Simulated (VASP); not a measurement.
Band structure of GdN (rock salt). Calculation: SCAN meta-GGA, VASP's PBE PAW potentials (set 64) (plane waves; VASP 6.6.1).

The 4f electrons are frozen in the core of the lanthanide potential, so 4f levels, which can set the real gap, and their magnetism are missing.

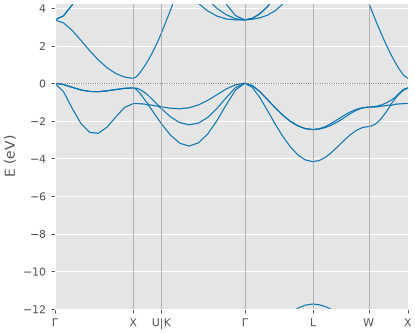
*Bands along high-symmetry lines, zero at the valence-band maximum or, without a gap, the Fermi level*

Question: Read the plot: is there a gap, and where are the band edges?

Answer: The gap is indirect, 0.26 eV, from the valence maximum at Γ to the conduction minimum at X.

The compound is GdN in the rock salt structure. It was relaxed first.
